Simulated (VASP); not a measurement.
Given:

```
SrTe
1.0
    0.00000     3.35945     3.35945
    3.35945     0.00000     3.35945
    3.35945     3.35945     0.00000
Sr Te
1 1
Cartesian
  0.00000   0.00000   0.00000
  3.35945   3.35945   3.35945
```

The numbers are results of PW91 GGA, VASP's PBE PAW potentials (set 64) (plane waves; VASP 6.6.1), not measurements. Settings: 520 eV cut-off, 8×8×8 Γ-centred mesh, tetrahedra with Blöchl corrections, potentials Sr_sv Te.

Unless said otherwise, spin-orbit coupling is left out, though it shifts the bands of the heavy elements here.

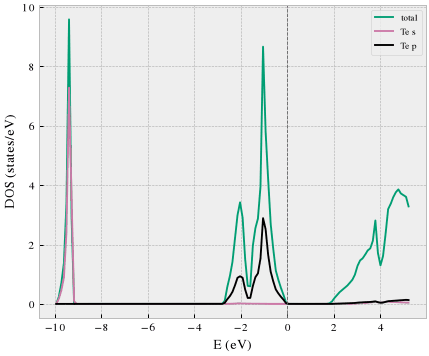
Fig. 1. Total and projected density of states, zero at the valence-band maximum

Within 2 eV below the valence-band maximum the largest weight inside VASP's projection spheres is Te p.

The gap is indirect, 1.76 eV, from the valence maximum at Γ to the conduction minimum at X.

The compound is SrTe in the rock salt structure. It was relaxed first.
